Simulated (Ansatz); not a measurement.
# AsH₃O (singlet): B2PLYP, RPA-PBE over vertical spin and charge gaps and displaced geometries, cc-pVDZ

Aim: run AsH₃O (singlet) with these functionals over vertical spin and charge gaps and displaced geometries, and hold them against the top wave-function level at the same points.

Computed with Ansatz 0.2.0, Gaussian basis. Level: cc-pVDZ, all electrons in the functionals, frozen cores in the correlation of double hybrids and RPA.

Plan: B2PLYP, RPA-PBE, at charge 0, singlet; charge 0, triplet; charge 1, doublet; displaced geometry v1; displaced geometry v2.

16 further runs of the same task are left out: 5 for a known fault of the program, 4 that didn't finish, 7 set aside as unsound or not needed.

### Step 1. The geometry

The geometry is a PBE0/def2-TZVP stationary point (not a proven minimum). No spin-orbit coupling is included. The filled d shell of As may be among the frozen orbitals whatever the setting's name suggests; the logs give the count.

5 atoms, charge 0, spin multiplicity 1.

Atoms are counted from 1 here; the program's logs count them from 0.

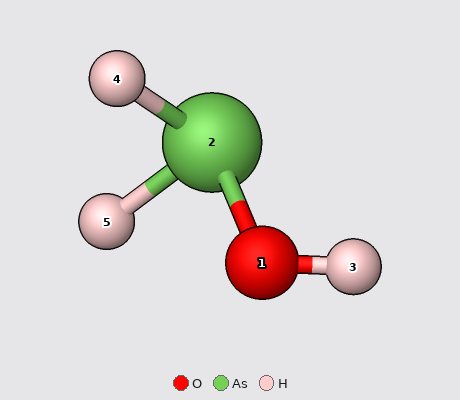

The geometry (oxygen red, arsenic green, hydrogen pink); atoms are numbered from 1 in the order of the file.

No dispersion term is added.

The geometry shown and the zero of energy belong to the point charge 0, singlet. The yardstick, RCCSDT(Q), and other wave-function levels (R restricted, U unrestricted, valence and pair active spaces) come from earlier runs.

### Step 2. B2PLYP, charge 0, singlet

in.yaml reads:

```yaml
crystal:
  periodic: [false, false, false]
  atoms:
    - {symbol: O, position_ang: [0.000000, 0.168214, 1.466234]}
    - {symbol: As, position_ang: [0.000000, -0.052729, -0.321929]}
    - {symbol: H, position_ang: [0.000000, -0.703437, 1.868656]}
    - {symbol: H, position_ang: [1.092352, 0.976364, -0.606637]}
    - {symbol: H, position_ang: [-1.092352, 0.976364, -0.606637]}
basis:
  gaussian: {orbitals: cc-pVDZ}
hamiltonian: {xc: {name: B2PLYP}}
correlation: {electrons: outside_noble_gas}
```

Run with:

```bash
$ ansatz run in.yaml --threads 1 --pin off --events-out ev --progress --plain --max-ram 2393MiB
```

The program printed:

```text
Functional definition: B2PLYP
  name "B2PLYP"
  cite "Grimme, J. Chem. Phys. 124, 034108 (2006) doi:10.1063/1.2148954"
  cite "Becke, Phys. Rev. A 38, 3098 (1988) doi:10.1103/PhysRevA.38.3098"
  cite "Lee, Yang & Parr, Phys. Rev. B 37, 785 (1988) doi:10.1103/PhysRevB.37.785"
  parameter a = 0.53
  parameter c = 0.27
  exchange = (1 - a)*b88_x + a*exact_x
  correlation = (1 - c)*lyp_c + c*(mp2_os + mp2_ss)
586 factors; integrals over basis functions are off by at most 1.4e-3 eV
mean field evaluation 1: about -62917.2522 eV, gradient 3.9e1 eV
mean field evaluation 2: about -62917.3353 eV, gradient 3.9e1 eV
mean field evaluation 4: about -62919.9466 eV, gradient 1.9e0 eV
mean field evaluation 8: about -62919.9625 eV, gradient 5.8e-2 eV
mean field evaluation 16: about -62919.9625 eV, gradient 4.5e-5 eV
mean field -62919.96249071 eV, -2312.2659728514 hartree, gradient 8.7e-6 eV, S^2 0.000000; 0 other end points of the search recorded, 0 dependent functions left out
15 core orbitals not correlated: weight in the atoms' cores, before any rotation towards them, 0.999 or more for the frozen orbitals, at most 0.001 for the correlated occupied ones
reference -62919.96260253 eV, -2312.2659769606 hartree; 7, 7 occupied and 34, 34 virtual orbitals, 586 factors
second order -10.22946905 eV of doubles, -0.00000000 eV of singles
Total energy: -62922.72455917 eV, -2312.3674769951 hartree
```

It took 4.2 s on 1 thread of AMD EPYC, shared host.

### Step 3. B2PLYP, charge 0, triplet

Edit in.yaml of step 2 so:

```diff
@@ -10,2 +10,3 @@
   gaussian: {orbitals: cc-pVDZ}
+magnetization: {spin_polarized: true, initial_magnetization: 2}
 hamiltonian: {xc: {name: B2PLYP}}
```

Same command.

The program printed (excerpt; [...] marks lines left out):

```text
Functional definition: B2PLYP
  name "B2PLYP"
  cite "Grimme, J. Chem. Phys. 124, 034108 (2006) doi:10.1063/1.2148954"
  cite "Becke, Phys. Rev. A 38, 3098 (1988) doi:10.1103/PhysRevA.38.3098"
  cite "Lee, Yang & Parr, Phys. Rev. B 37, 785 (1988) doi:10.1103/PhysRevB.37.785"
[...]
586 factors; integrals over basis functions are off by at most 1.4e-3 eV
[...]
mean field -62915.16171911 eV, -2312.0895477491 hartree, gradient 7.2e-6 eV, S^2 2.008179; 4 other end points of the search recorded, 0 dependent functions left out
15 core orbitals not correlated: weight in the atoms' cores, before any rotation towards them, 0.999 or more for the frozen orbitals, at most 0.001 for the correlated occupied ones
reference -62915.16184247 eV, -2312.0895522825 hartree; 8, 6 occupied and 33, 35 virtual orbitals, 586 factors
second order -10.01457630 eV of doubles, -0.00000000 eV of singles
Total energy: -62917.86577807 eV, -2312.1889200830 hartree
```

Wall time 8.5 s (1 thread of AMD EPYC, shared host).

From the report: ⟨S²⟩ of the determinant 2.008 (pure triplet: 2.00).

From charge 0, singlet: +468.8 kJ/mol.

### Step 4. B2PLYP, charge 1, doublet

Edit in.yaml of step 3 so:

```diff
@@ -10,3 +10,4 @@
   gaussian: {orbitals: cc-pVDZ}
-magnetization: {spin_polarized: true, initial_magnetization: 2}
+total_charge: 1
+magnetization: {spin_polarized: true, initial_magnetization: 1}
 hamiltonian: {xc: {name: B2PLYP}}
```

The command is unchanged.

The program printed (excerpt; [...] marks lines left out):

```text
Functional definition: B2PLYP
  name "B2PLYP"
  cite "Grimme, J. Chem. Phys. 124, 034108 (2006) doi:10.1063/1.2148954"
  cite "Becke, Phys. Rev. A 38, 3098 (1988) doi:10.1103/PhysRevA.38.3098"
  cite "Lee, Yang & Parr, Phys. Rev. B 37, 785 (1988) doi:10.1103/PhysRevB.37.785"
[...]
586 factors; integrals over basis functions are off by at most 1.4e-3 eV
[...]
mean field -62910.23000018 eV, -2311.9083104210 hartree, gradient 6.1e-6 eV, S^2 0.761821; 4 other end points of the search recorded, 0 dependent functions left out
15 core orbitals not correlated: weight in the atoms' cores, before any rotation towards them, 0.999 or more for the frozen orbitals, at most 0.001 for the correlated occupied ones
reference -62910.23011287 eV, -2311.9083145624 hartree; 7, 6 occupied and 34, 35 virtual orbitals, 586 factors
second order -9.81436334 eV of doubles, -0.00000000 eV of singles
Total energy: -62912.87999097 eV, -2312.0056957865 hartree
```

It took 11 s on 1 thread of AMD EPYC, shared host.

From the report: ⟨S²⟩ of the determinant 0.762 (pure doublet: 0.75).

From charge 0, singlet: +949.9 kJ/mol.

### Step 5. B2PLYP, displaced geometry v1

in.yaml reads:

```yaml
crystal:
  periodic: [false, false, false]
  atoms:
    - {symbol: O, position_ang: [0.001808, 0.180873, 1.476772]}
    - {symbol: As, position_ang: [0.000974, -0.056213, -0.322544]}
    - {symbol: H, position_ang: [0.048938, -0.647611, 1.825428]}
    - {symbol: H, position_ang: [1.038513, 0.969377, -0.620063]}
    - {symbol: H, position_ang: [-1.188576, 0.985554, -0.671552]}
basis:
  gaussian: {orbitals: cc-pVDZ}
hamiltonian: {xc: {name: B2PLYP}}
correlation: {electrons: outside_noble_gas}
```

The command is unchanged.

The program printed (excerpt; [...] marks lines left out):

```text
Functional definition: B2PLYP
  name "B2PLYP"
  cite "Grimme, J. Chem. Phys. 124, 034108 (2006) doi:10.1063/1.2148954"
  cite "Becke, Phys. Rev. A 38, 3098 (1988) doi:10.1103/PhysRevA.38.3098"
  cite "Lee, Yang & Parr, Phys. Rev. B 37, 785 (1988) doi:10.1103/PhysRevB.37.785"
[...]
586 factors; integrals over basis functions are off by at most 1.2e-3 eV
[...]
mean field -62919.77320313 eV, -2312.2590166610 hartree, gradient 2.0e-6 eV, S^2 0.000000; 0 other end points of the search recorded, 0 dependent functions left out
15 core orbitals not correlated: weight in the atoms' cores, before any rotation towards them, 0.999 or more for the frozen orbitals, at most 0.001 for the correlated occupied ones
reference -62919.77331589 eV, -2312.2590208049 hartree; 7, 7 occupied and 34, 34 virtual orbitals, 586 factors
second order -10.17351403 eV of doubles, -0.00000000 eV of singles
Total energy: -62922.52016468 eV, -2312.3599656359 hartree
```

Run time: 4.4 s. Hardware: 1 thread of AMD EPYC, shared host.

From charge 0, singlet: +19.7 kJ/mol.

### Step 6. B2PLYP, displaced geometry v2

in.yaml reads:

```yaml
crystal:
  periodic: [false, false, false]
  atoms:
    - {symbol: O, position_ang: [0.133651, 0.163701, 1.457591]}
    - {symbol: As, position_ang: [-0.031223, -0.048868, -0.318978]}
    - {symbol: H, position_ang: [0.045397, -0.732000, 1.863426]}
    - {symbol: H, position_ang: [1.220857, 0.892533, -0.593653]}
    - {symbol: H, position_ang: [-1.066906, 0.873397, -0.696536]}
basis:
  gaussian: {orbitals: cc-pVDZ}
hamiltonian: {xc: {name: B2PLYP}}
correlation: {electrons: outside_noble_gas}
```

The command is unchanged.

The program printed (excerpt; [...] marks lines left out):

```text
Functional definition: B2PLYP
  name "B2PLYP"
  cite "Grimme, J. Chem. Phys. 124, 034108 (2006) doi:10.1063/1.2148954"
  cite "Becke, Phys. Rev. A 38, 3098 (1988) doi:10.1103/PhysRevA.38.3098"
  cite "Lee, Yang & Parr, Phys. Rev. B 37, 785 (1988) doi:10.1103/PhysRevB.37.785"
[...]
585 factors; integrals over basis functions are off by at most 1.2e-3 eV
[...]
mean field -62919.72192697 eV, -2312.2571322967 hartree, gradient 2.4e-6 eV, S^2 0.000000; 0 other end points of the search recorded, 0 dependent functions left out
15 core orbitals not correlated: weight in the atoms' cores, before any rotation towards them, 0.999 or more for the frozen orbitals, at most 0.001 for the correlated occupied ones
reference -62919.72203976 eV, -2312.2571364419 hartree; 7, 7 occupied and 34, 34 virtual orbitals, 585 factors
second order -10.26067463 eV of doubles, -0.00000000 eV of singles
Total energy: -62922.49242191 eV, -2312.3589461080 hartree
```

It took 3.9 s on 1 thread of AMD EPYC, shared host.

From charge 0, singlet: +22.4 kJ/mol.

### Step 7. RPA-PBE, charge 0, singlet

in.yaml reads:

```yaml
crystal:
  periodic: [false, false, false]
  atoms:
    - {symbol: O, position_ang: [0.000000, 0.168214, 1.466234]}
    - {symbol: As, position_ang: [0.000000, -0.052729, -0.321929]}
    - {symbol: H, position_ang: [0.000000, -0.703437, 1.868656]}
    - {symbol: H, position_ang: [1.092352, 0.976364, -0.606637]}
    - {symbol: H, position_ang: [-1.092352, 0.976364, -0.606637]}
basis:
  gaussian: {orbitals: cc-pVDZ}
hamiltonian: {xc: {name: PBE}}
correlation: {method: rpa, electrons: outside_noble_gas}
```

Same command.

The program printed (excerpt; [...] marks lines left out):

```text
Functional definition: PBE
  name "PBE"
  cite "Perdew, Burke & Ernzerhof, Phys. Rev. Lett. 77, 3865 (1996) doi:10.1103/PhysRevLett.77.3865"
  parent pbe
[...]
586 factors; integrals over basis functions are off by at most 1.4e-3 eV
[...]
mean field -62924.61982821 eV, -2312.4371268474 hartree, gradient 2.2e-6 eV, S^2 0.000000; 0 other end points of the search recorded, 0 dependent functions left out
15 core orbitals not correlated: weight in the atoms' cores, before any rotation towards them, 0.998 or more for the frozen orbitals, at most 0.001 for the correlated occupied ones
reference -62878.34056788 eV, -2310.7363953997 hartree; 7, 7 occupied and 34, 34 virtual orbitals, 586 factors
Total energy: -62892.09093256 eV, -2311.2417119812 hartree
```

Run time: 4 s. Hardware: 1 thread of AMD EPYC, shared host.

### Step 8. RPA-PBE, charge 0, triplet

Edit in.yaml of step 7 so:

```diff
@@ -10,2 +10,3 @@
   gaussian: {orbitals: cc-pVDZ}
+magnetization: {spin_polarized: true, initial_magnetization: 2}
 hamiltonian: {xc: {name: PBE}}
```

The command is unchanged.

The program printed (excerpt; [...] marks lines left out):

```text
Functional definition: PBE
  name "PBE"
  cite "Perdew, Burke & Ernzerhof, Phys. Rev. Lett. 77, 3865 (1996) doi:10.1103/PhysRevLett.77.3865"
  parent pbe
[...]
586 factors; integrals over basis functions are off by at most 1.4e-3 eV
[...]
mean field -62920.02396856 eV, -2312.2682321205 hartree, gradient 2.9e-6 eV, S^2 2.002516; 13 other end points of the search recorded, 0 dependent functions left out
15 core orbitals not correlated: weight in the atoms' cores, before any rotation towards them, 0.999 or more for the frozen orbitals, at most 0.001 for the correlated occupied ones
reference -62873.53292212 eV, -2310.5597176768 hartree; 8, 6 occupied and 33, 35 virtual orbitals, 586 factors
Total energy: -62887.24942605 eV, -2311.0637898986 hartree
```

Run time: 31 s. Hardware: 1 thread of AMD EPYC, shared host.

From the report: ⟨S²⟩ of the determinant 2.003 (pure triplet: 2.00).

From charge 0, singlet: +467.1 kJ/mol.

### Step 9. RPA-PBE, charge 1, doublet

Edit in.yaml of step 8 so:

```diff
@@ -10,3 +10,4 @@
   gaussian: {orbitals: cc-pVDZ}
-magnetization: {spin_polarized: true, initial_magnetization: 2}
+total_charge: 1
+magnetization: {spin_polarized: true, initial_magnetization: 1}
 hamiltonian: {xc: {name: PBE}}
```

Same command.

The program printed (excerpt; [...] marks lines left out):

```text
Functional definition: PBE
  name "PBE"
  cite "Perdew, Burke & Ernzerhof, Phys. Rev. Lett. 77, 3865 (1996) doi:10.1103/PhysRevLett.77.3865"
  parent pbe
[...]
586 factors; integrals over basis functions are off by at most 1.4e-3 eV
[...]
mean field -62914.87764438 eV, -2312.0791081953 hartree, gradient 3.7e-6 eV, S^2 0.751641; 5 other end points of the search recorded, 0 dependent functions left out
15 core orbitals not correlated: weight in the atoms' cores, before any rotation towards them, 0.999 or more for the frozen orbitals, at most 0.001 for the correlated occupied ones
reference -62868.90274818 eV, -2310.3895619226 hartree; 7, 6 occupied and 34, 35 virtual orbitals, 586 factors
Total energy: -62882.31613814 eV, -2310.8824949120 hartree
```

It took 12 s on 1 thread of AMD EPYC, shared host.

From the report: ⟨S²⟩ of the determinant 0.752 (pure doublet: 0.75).

From charge 0, singlet: +943.1 kJ/mol.

### Step 10. RPA-PBE, displaced geometry v1

in.yaml reads:

```yaml
crystal:
  periodic: [false, false, false]
  atoms:
    - {symbol: O, position_ang: [0.001808, 0.180873, 1.476772]}
    - {symbol: As, position_ang: [0.000974, -0.056213, -0.322544]}
    - {symbol: H, position_ang: [0.048938, -0.647611, 1.825428]}
    - {symbol: H, position_ang: [1.038513, 0.969377, -0.620063]}
    - {symbol: H, position_ang: [-1.188576, 0.985554, -0.671552]}
basis:
  gaussian: {orbitals: cc-pVDZ}
hamiltonian: {xc: {name: PBE}}
correlation: {method: rpa, electrons: outside_noble_gas}
```

The command is unchanged.

The program printed (excerpt; [...] marks lines left out):

```text
Functional definition: PBE
  name "PBE"
  cite "Perdew, Burke & Ernzerhof, Phys. Rev. Lett. 77, 3865 (1996) doi:10.1103/PhysRevLett.77.3865"
  parent pbe
[...]
586 factors; integrals over basis functions are off by at most 1.2e-3 eV
[...]
mean field -62924.41133543 eV, -2312.4294648792 hartree, gradient 1.2e-6 eV, S^2 0.000000; 0 other end points of the search recorded, 0 dependent functions left out
15 core orbitals not correlated: weight in the atoms' cores, before any rotation towards them, 0.999 or more for the frozen orbitals, at most 0.001 for the correlated occupied ones
reference -62878.16195436 eV, -2310.7298314736 hartree; 7, 7 occupied and 34, 34 virtual orbitals, 586 factors
Total energy: -62891.87335492 eV, -2311.2337161504 hartree
```

Run time: 3.5 s. Hardware: 1 thread of AMD EPYC, shared host.

From charge 0, singlet: +21.0 kJ/mol.

### Step 11. RPA-PBE, displaced geometry v2

in.yaml reads:

```yaml
crystal:
  periodic: [false, false, false]
  atoms:
    - {symbol: O, position_ang: [0.133651, 0.163701, 1.457591]}
    - {symbol: As, position_ang: [-0.031223, -0.048868, -0.318978]}
    - {symbol: H, position_ang: [0.045397, -0.732000, 1.863426]}
    - {symbol: H, position_ang: [1.220857, 0.892533, -0.593653]}
    - {symbol: H, position_ang: [-1.066906, 0.873397, -0.696536]}
basis:
  gaussian: {orbitals: cc-pVDZ}
hamiltonian: {xc: {name: PBE}}
correlation: {method: rpa, electrons: outside_noble_gas}
```

Launched as before.

The program printed (excerpt; [...] marks lines left out):

```text
Functional definition: PBE
  name "PBE"
  cite "Perdew, Burke & Ernzerhof, Phys. Rev. Lett. 77, 3865 (1996) doi:10.1103/PhysRevLett.77.3865"
  parent pbe
[...]
585 factors; integrals over basis functions are off by at most 1.2e-3 eV
[...]
mean field -62924.38637033 eV, -2312.4285474288 hartree, gradient 3.1e-6 eV, S^2 0.000000; 0 other end points of the search recorded, 0 dependent functions left out
15 core orbitals not correlated: weight in the atoms' cores, before any rotation towards them, 0.998 or more for the frozen orbitals, at most 0.001 for the correlated occupied ones
reference -62878.09436772 eV, -2310.7273477106 hartree; 7, 7 occupied and 34, 34 virtual orbitals, 585 factors
Total energy: -62891.86475899 eV, -2311.2334002560 hartree
```

Wall time 3.3 s (1 thread of AMD EPYC, shared host).

From charge 0, singlet: +21.8 kJ/mol.

### Step 12. Against the wave-function levels

The yardstick is RCCSDT(Q), where the cluster series has nearly closed. It comes from earlier runs at the same points. Energies in kJ/mol, counted from charge 0, singlet; blanks weren't run or aren't comparable.

```csv
level,singlet to triplet,ionisation to the doublet cation,displacement v1,displacement v2
RCCSDT(Q),472.2,939.8,19.8,22.1
B2PLYP,468.8,949.9,19.7,22.4
RPA-PBE,467.1,943.1,21.0,21.8
```

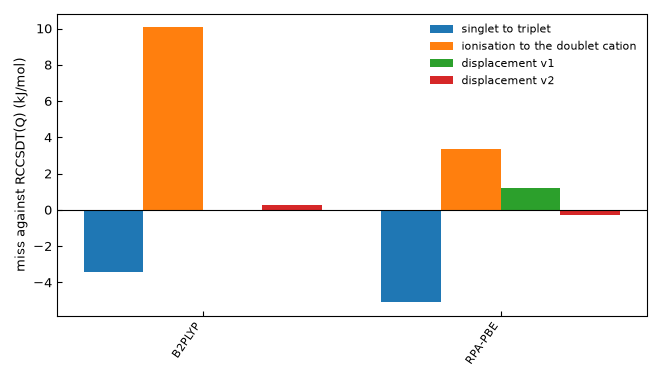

Misses of the gaps against RCCSDT(Q).

Largest miss and mean time a point (RCCSDT(Q) took 90 s a point; shared hosts):

```csv
level,largest miss (kJ/mol),where,time a point
B2PLYP,+10.1,ionisation to the doublet cation,6.4 s
RPA-PBE,-5.1,singlet to triplet,11 s
```

### Step 13. Outcome

| quantity | value |
| --- | --- |
| singlet to triplet, RCCSDT(Q) | 472.2 kJ/mol |
| ionisation to the doublet cation, RCCSDT(Q) | 939.8 kJ/mol |
| displacement v1, RCCSDT(Q) | 19.8 kJ/mol |
| displacement v2, RCCSDT(Q) | 22.1 kJ/mol |
| largest miss, B2PLYP | +10.1 kJ/mol (ionisation to the doublet cation) |
| largest miss, RPA-PBE | -5.1 kJ/mol (singlet to triplet) |

What this shows: Of the functionals, RPA-PBE keep the smallest largest miss at the points compared (at most 5.1 kJ/mol) and B2PLYP strays most (10.1 kJ/mol, at ionisation to the doublet cation). Functionals and the yardstick converge differently with the basis, so part of each miss in cc-pVDZ is the basis.
